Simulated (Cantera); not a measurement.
Charge: 1 mol Al2O3, 4.2 mol H2O, 0.75 mol CH4, held at 0.323 Torr.

These are equilibrium values from Cantera (NASA tables, ideal gas, pure condensed phases), not measurements of a reactor. Candidate condensed phases: Al, Al2O3, C, C6H6, C7H8, C8H18, H2O; 121 gas species. The tables' values for AlOH are old estimates; treat these amounts as uncertain. Kinetics and transport are ignored.

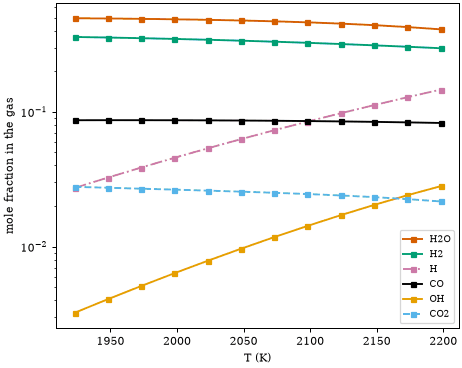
*Equilibrium gas composition (values under 1e-9 drawn at 1e-9)*

From 1923 K to 2198 K the condensed part is Al2O3(s). The main Al-bearing gas is AlO2H throughout.
